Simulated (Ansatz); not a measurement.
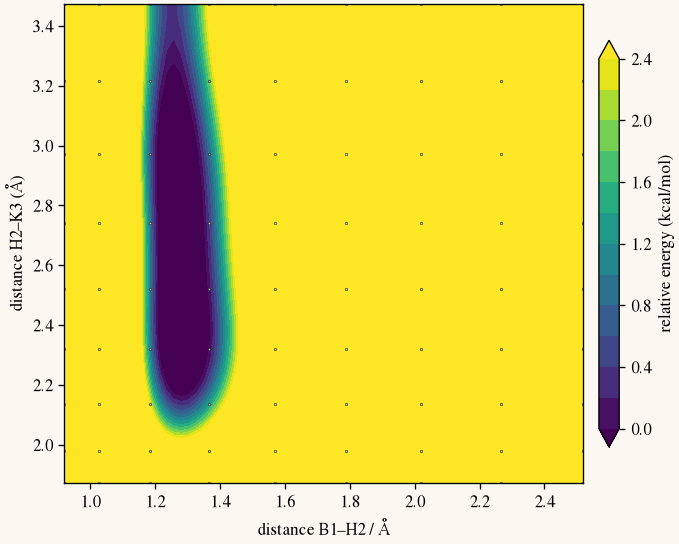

The system B + HK, spin multiplicity 2. 
- Coordinates scanned: (1) distance B1–H2; (2) distance H2–K3.
- Nothing is relaxed (the angle B1–H2–K3 is fixed at 180 degrees).
- The scan uses a 9 × 9 grid.
- Points are written as (first, second).
- All energies are given in kcal/mol relative to the lowest grid point.
- Theory: UKS PBE0-D4/def2-SVPD (Ansatz).

In the figure: filled contours, dots at the grid points, one colour for all values above the top of the scale. Between grid points the surface is interpolated.

Estimate the position of the minimum and the force constants in these coordinates.

Answer. The interpolated minimum is at distance B1–H2 ≈ 1.284 Å, distance H2–K3 ≈ 2.411 Å. The curvatures there are about 14 eV/Å² and 0.84 eV/Å², with a cross term of about 0.2 eV/Å². Round the minimum the two coordinates are weakly coupled (coupling 0.06 in units of the two stiffnesses). (1 eV is 23.1 kcal/mol.)
